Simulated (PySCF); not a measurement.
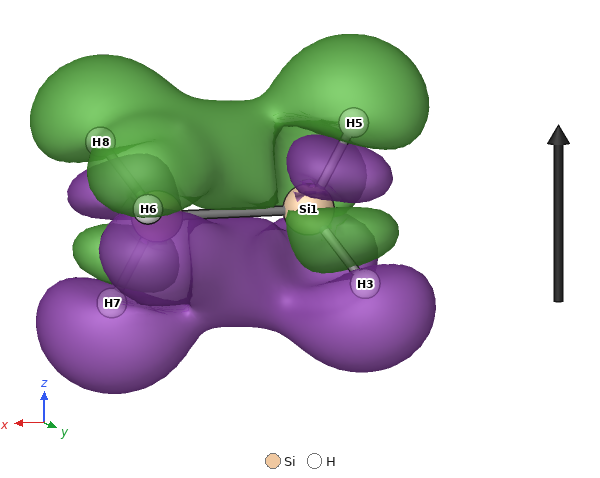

*H₆Si₂, SMILES `[SiH3][SiH3]`. Change of the electron density in a uniform field of 0.26 V/Å along +z (arrow), surfaces at ±0.001 e/Å³ (purple: gain, green: loss).*

PySCF calculation, M06-2X/def2-SVPD, gas phase; geometry: GFN2-xTB. No frequency check shows the geometry to be a minimum.

Input

```python
import numpy as np
from pyscf import gto, scf, dft
from pyscf.scf import atom_ks, atom_hf
from scipy.linalg import block_diag

def solve(mol, dm0=None, hcore=None):
    mf = (dft.UKS if mol.spin else dft.RKS)(mol, xc='m062x')
    mf.grids.level = 3
    mf = mf.density_fit(auxbasis='def2-universal-jkfit')
    mf.conv_tol, mf.max_cycle = 1e-8, 80
    if hcore is not None:
        mf.get_hcore = lambda *args: hcore
    mf.kernel(dm0)
    if not mf.converged:
        mf = mf.newton().run(mf.mo_coeff, mf.mo_occ, max_cycle=30)
    assert mf.converged, 'SCF not converged'
    return mf

mol = gto.M(atom='''
Si    -1.15275     0.00032    -0.00015
Si     1.15247     0.00009     0.00005
H     -1.71471     0.93015    -0.98325
H     -1.71027    -1.32251    -0.31237
H     -1.71496     0.38672     1.29666
H      1.71471     1.31697     0.31083
H      1.71468    -0.38949    -1.29580
H      1.71443    -0.92765     0.98535
''', basis='def2-svpd', charge=0, spin=0, verbose=4)
field = np.array([0.0, 0.0, 0.005])  # atomic units
mol.set_common_orig(mol.atom_charges() @ mol.atom_coords() / mol.atom_charges().sum())
mf = solve(mol)
out = dict(dm0=mf.make_rdm1(), d0=mf.dip_moment(unit='AU'), e0=mf.e_tot)
for name, sign in (('p', 1), ('m', -1)):
    h = mf.get_hcore() + sign * np.einsum('x,xij->ij', field, mol.intor('int1e_r'))
    mi = solve(mol, mf.make_rdm1(), h)
    out.update({'dm' + name: mi.make_rdm1(), 'd' + name: mi.dip_moment(unit='AU'), 'e' + name: mi.e_tot})
# spherically averaged free atoms, for the promolecule
atm = atom_ks.get_atm_nrks(mol, xc='m062x')
pro = block_diag(*[(atm[a[0]][2] * atm[a[0]][3]) @ atm[a[0]][2].T for a in mol._atom])
np.savez('result.npz', pro=pro, **out)
```

Command:

```sh
OMP_NUM_THREADS=1 python input.py
```

The run took 16 s on 1 thread of Intel(R) Xeon(R) 6975P-C (Granite Rapids), on a shared host, peak memory 0.49 GiB.

Partitions, critical points and surface values were worked out afterwards from this run's density.

> How large is the response?

The induced dipole is 0.69 D (along the field); α along this axis, from the fields in both directions, is 55 bohr³ (8.1 Å³).

> Which atoms gain and lose the most charge?

Electrons gather most on H7 (Hirshfeld charge changes by −0.013 e) and leave H5 most (+0.012 e); 0.067 electrons are displaced in all.
